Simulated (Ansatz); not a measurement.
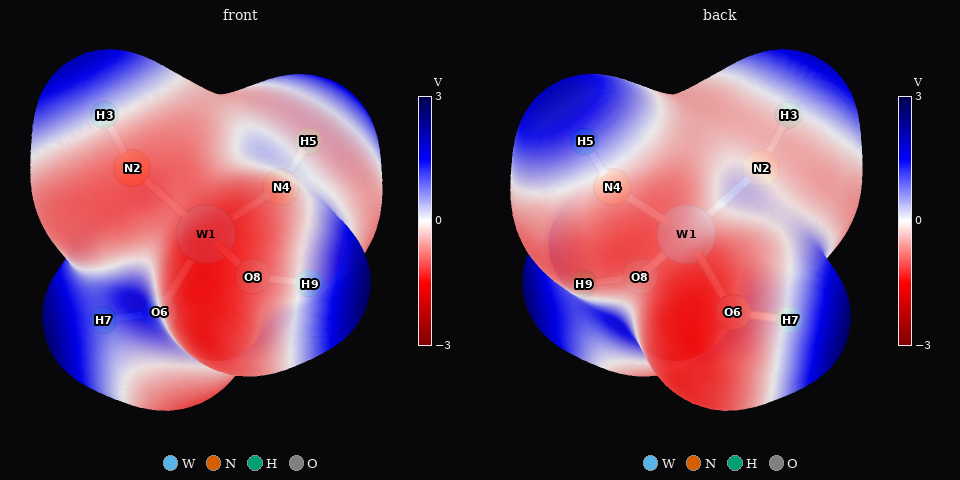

H$_{4}$N$_{2}$O$_{2}$W (W(NH)2(OH)2). The molecular electrostatic potential painted on the density surface at 0.002 e/bohr³, seen from the front and from behind; red is negative and blue positive.

Geometry: PBE-D4/def2-SVP; core potentials replace the inner electrons of W.

The calculation used RKS PBE0-D4/def2-TZVP (Ansatz).

Input file:

```
crystal:
  periodic: [false, false, false]
  atoms:
    - {symbol: W, position_ang: [-0.110895, -0.020341, -0.071135]}
    - {symbol: N, position_ang: [-0.099615, 0.290523, 1.669968]}
    - {symbol: H, position_ang: [0.312221, 0.463819, 2.590201]}
    - {symbol: N, position_ang: [1.518122, -0.031275, -0.759882]}
    - {symbol: H, position_ang: [2.537243, 0.057276, -0.762264]}
    - {symbol: O, position_ang: [-1.077853, 1.397091, -0.938807]}
    - {symbol: H, position_ang: [-1.670834, 1.967166, -0.416705]}
    - {symbol: O, position_ang: [-0.894155, -1.757698, -0.326240]}
    - {symbol: H, position_ang: [-0.514225, -2.366561, -0.985135]}
basis:
  gaussian: {orbitals: def2-TZVP, initial_orbitals: start.molden}
hamiltonian: {xc: pbe0, dispersion: d4}
scf: {omitted_lower_state_checks: [starts]}
output: {orbitals: {seedname: orbitals}}
```

Command:

```sh
ansatz run in.yaml --threads 4 --pin off --events-out ev --progress --plain --max-ram 3916MiB
```

Where is the surface potential most negative and most positive?

The most negative region (about −1.4 V, or −32 kcal/mol for a unit charge) lies over O6 and O8, the most positive (about +2.7 V, or +62 kcal/mol for a unit charge) over H7 and H9.
